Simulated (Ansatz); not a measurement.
# Al$_{2}$Cl$_{2}$H$_{4}$ ((H2Al-mu-Cl)2): what the fields show

The calculation's input:

```
crystal:
  periodic: [false, false, false]
  atoms:
    - {symbol: Al, position_ang: [-0.138628, -0.983741, -1.314747]}
    - {symbol: H, position_ang: [-0.398792, -0.273273, -2.696621]}
    - {symbol: H, position_ang: [0.005203, -2.528317, -1.039766]}
    - {symbol: Cl, position_ang: [-1.616627, -0.101701, 0.246557]}
    - {symbol: Al, position_ang: [0.138677, 0.983478, 1.314937]}
    - {symbol: H, position_ang: [0.398693, 0.263143, 2.691719]}
    - {symbol: H, position_ang: [-0.003631, 2.530082, 1.050769]}
    - {symbol: Cl, position_ang: [1.615084, 0.110330, -0.252848]}
basis:
  gaussian: {orbitals: def2-TZVP, initial_orbitals: start.molden}
hamiltonian: {xc: pbe0, dispersion: d4}
scf: {omitted_lower_state_checks: [starts]}
output: {orbitals: {seedname: orbitals}}
```

Launched as:

```sh
ansatz run in.yaml --threads 4 --pin off --events-out ev --progress --plain --max-ram 3916MiB
```

Geometry: r2SCAN-D4/def2-SVP.

The calculation used RKS PBE0-D4/def2-TZVP in Ansatz.

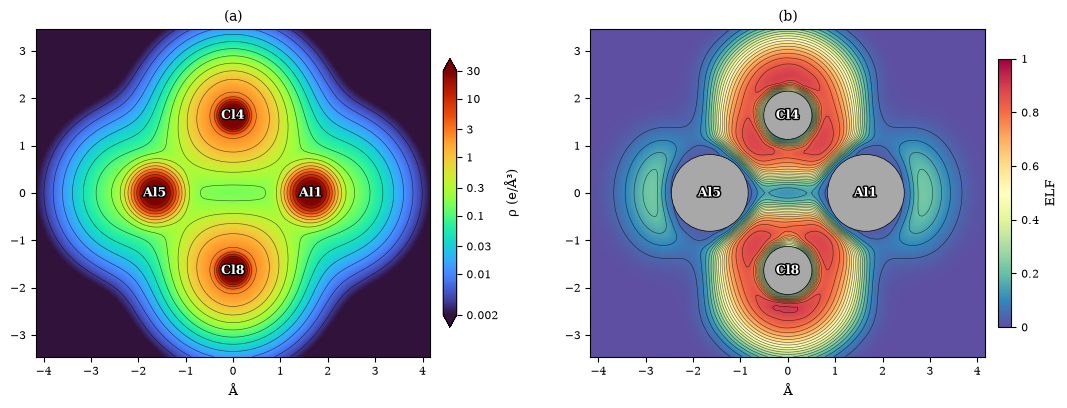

Figure 1. (a) electron density; (b) electron localisation function on the plane of atoms Al1, Cl8 and Al5. Grey discs cover the atomic cores in the ELF map.

**Interpret the plot.**

- Atoms in the plane: Al and Cl.
- Al–Cl (2.32 Å): ρ is about 0.48 e/Å³ halfway; the ELF peaks at about 0.90 in the valence shell of Cl, 0.9 Å from its nucleus, and is about 0.80 at the midpoint.
- The ELF also peaks beside Cl8 and Cl4, away from the bonds: lone-pair regions.

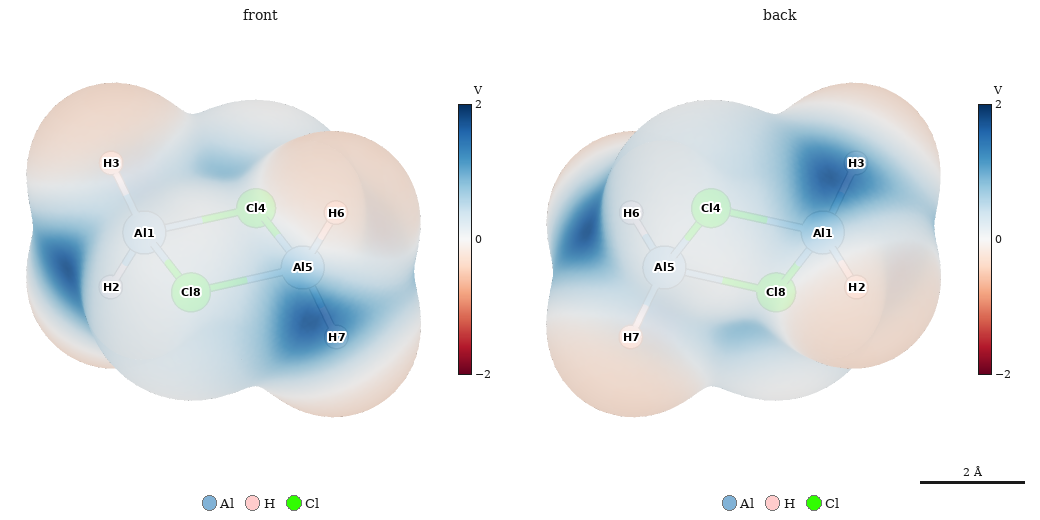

Figure 2. The electrostatic potential painted on the density surface at 0.001 e/bohr³, seen from the front and from behind; the colour scale runs from red (negative) to blue (positive).

**Where is the surface potential most negative and most positive?**

The most negative region (about −0.3 V) lies over H2, H3, H6 and H7, the most positive (about +1.7 V) over Al1 and Al5.

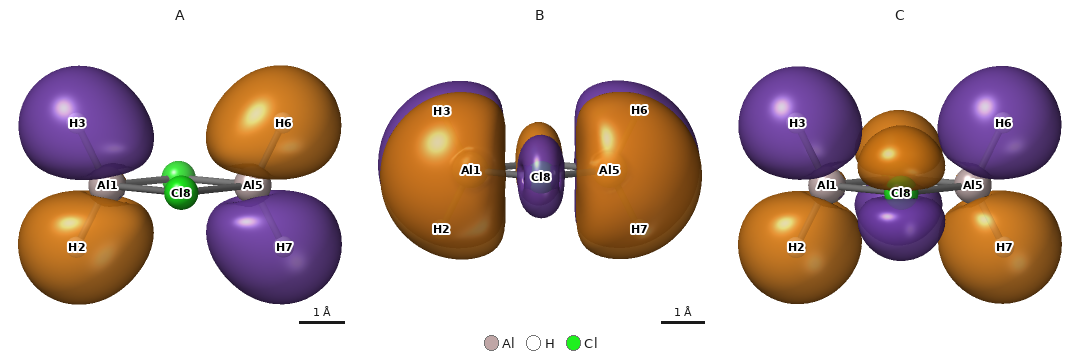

Figure 3. Three frontier orbitals at ±0.05 Å⁻³ᐟ² (orange and purple are the two phases), in no order.

**Order the three orbitals by energy and name them.**

A is the HOMO−1 (−8.89 eV). It lies mainly on Al1 (about 20 %), Al5 (about 20 %), H3 (about 15 %), H2 (about 15 %), H7 (about 15 %) and H6 (about 15 %); it is gerade (even under inversion). C is the HOMO (−8.42 eV). Its weight (Hirshfeld) is mainly on Al1 (about 15 %), Al5 (about 15 %), H3 (about 15 %), H2 (about 15 %), H7 (about 15 %) and H6 (about 15 %); it is ungerade (odd under inversion). B is the LUMO (−0.97 eV). It lies mainly on Al1 (about 35 %), Al5 (about 35 %), Cl8 (about 10 %) and Cl4 (about 10 %); it is ungerade (odd under inversion).

**What is the HOMO–LUMO gap?**

7.45 eV between the orbital energies.
